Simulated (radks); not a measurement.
Run report: Os, atomic calculation

- system: atomic osmium (Os) in the configuration [Xe] 4f14 5d6.5 6s1.5.
- method: scalar-relativistic Kohn-Sham, r2SCAN, spin-unpolarised, spherical densities, finite nucleus (the in-house radial solver radks)

### Input
```
Z 76
configuration [Xe] 4f14 5d6.5 6s1.5
relativity scalar-relativistic
functional r2scan,r2scan
spin unpolarised
nucleus finite rms 5.4126 fm
c 137.035999084
```

Energies in input and log are in hartree, lengths in bohr (the nuclear radius in fm).

The run was one of a batch that the task file lists, launched with:
```bash
python <driver script> task.json out
```

### The program's output
```
1s      1   2.0000       -2717.28866918
2s      1   2.0000        -474.20132298
2p      1   6.0000        -412.85539570
3s      1   2.0000        -110.70118386
3p      1   6.0000         -92.60434305
3d      1  10.0000         -72.33816596
4s      1   2.0000         -23.54757537
4p      1   6.0000         -17.58594426
4d      1  10.0000         -10.14249336
4f      1  14.0000          -1.88789048
5s      1   2.0000          -3.39261454
5p      1   6.0000          -1.87883704
5d      1   6.5000          -0.20387969
6s      1   1.5000          -0.21551162
Etot -17252.61080844619
Ekin 19115.708761826347
Encl -42756.329971676474
Eh 6726.759090534239
Exc -338.74868913029695
err 1.5815078358857927e-06
it 13
```

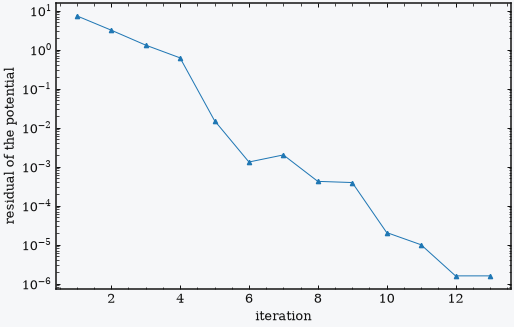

**Figure 1.** Convergence: residual of the potential against the iteration. The residual falls almost steadily, with no more than small rises or pauses. It goes from 7.3 to 1.6×10⁻⁶ in 13 steps.

### Orbitals

```
orbital  occupation  energy (eV)  ⟨r⟩ (bohr)  outer maximum (bohr)
     1s           2     −73941.2     0.01774                0.0110
     2s           2     −12903.7     0.07489                0.0634
     2p           6     −11234.4     0.06728                0.0522
     3s           2      −3012.3      0.1937                 0.179
     3p           6      −2519.9      0.1944                 0.177
     3d          10      −1968.4      0.1763                 0.145
     4s           2     −640.762      0.4318                 0.405
     4p           6     −478.538      0.4591                 0.425
     4d          10     −275.991      0.4889                 0.435
     5s           2      −92.318       1.010                 0.915
     4f          14      −51.372      0.5565                 0.407
     5p           6      −51.126       1.174                  1.03
     6s         1.5       −5.864       3.020                  2.51
     5d         6.5       −5.548       1.845                  1.36
```

### Slater integrals of the outer shells (hartree)

| integral | value |
| --- | --- |
| F0(5d,5d) | 0.4961 |
| F2(5d,5d) | 0.2479 |
| F4(5d,5d) | 0.1609 |
| F0(5d,6s) | 0.3527 |
| G2(5d,6s) | 0.0951 |
| F0(5d,5p) | 0.5909 |
| F2(5d,5p) | 0.2769 |
| G1(5d,5p) | 0.3246 |
| G3(5d,5p) | 0.1990 |
| F0(5d,4f) | 0.6601 |
| F2(5d,4f) | 0.1426 |
| F4(5d,4f) | 0.0652 |
| G1(5d,4f) | 0.0492 |
| G3(5d,4f) | 0.0444 |
| G5(5d,4f) | 0.0350 |
| F0(6s,6s) | 0.2992 |
| F0(6s,5p) | 0.3778 |
| G1(6s,5p) | 0.0253 |
| F0(6s,4f) | 0.3966 |
| G3(6s,4f) | 0.0098 |

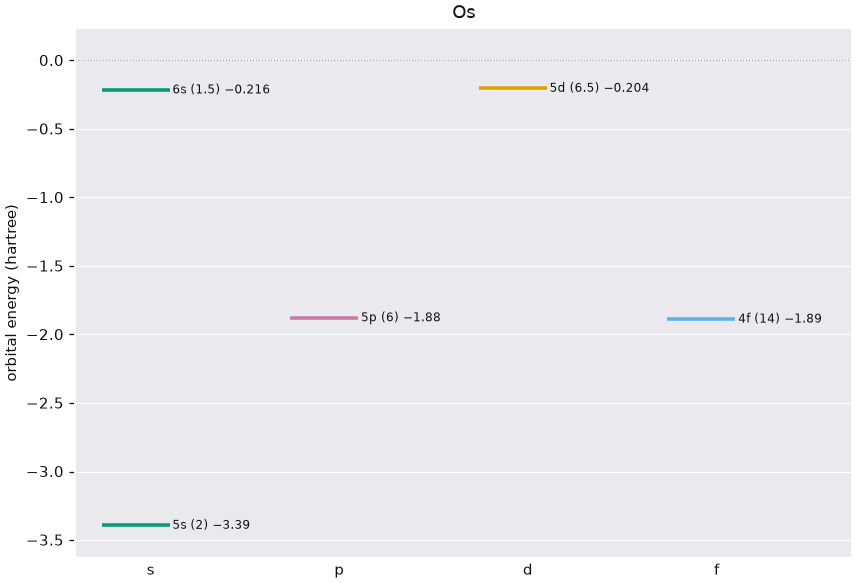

**Figure 2.** The outer levels are drawn (occupations in brackets). The highest occupied level is 5d at −0.204 hartree. The highest 3 occupied levels, from the top down, are 5d (−0.204 hartree), 6s (−0.216 hartree), 5p (−1.88 hartree).

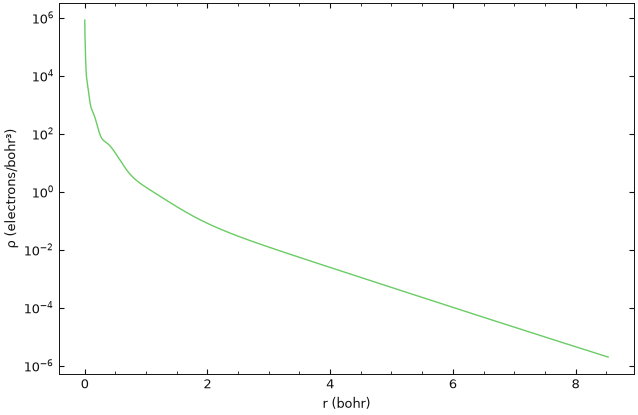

**Figure 3.** The electron density ρ(r) on a logarithmic scale. The density falls from 830000 electrons/bohr³ at the inner end (r = 0.00066 bohr) to 0.001 at r = 4.57 bohr, a common measure of the size of an atom or ion. The steps in the slope mark the shells; the radial density has its minima at 0.023, 0.098 and 0.28 bohr.

### Key numbers

| quantity | value |
| --- | --- |
| outcome | converged |
| total energy | −17252.6108 hartree |
| kinetic energy | 19115.7088 hartree |
| electron–nucleus energy | −42756.3300 hartree |
| Hartree energy | 6726.7591 hartree |
| exchange–correlation energy | −338.748689 hartree |
| radius at density 0.001 e/bohr³ | 4.57 bohr |
| SCF iterations | 13 |
| hardware | 1 thread of Arm Neoverse N1, 77 GiB of memory available, shared host |
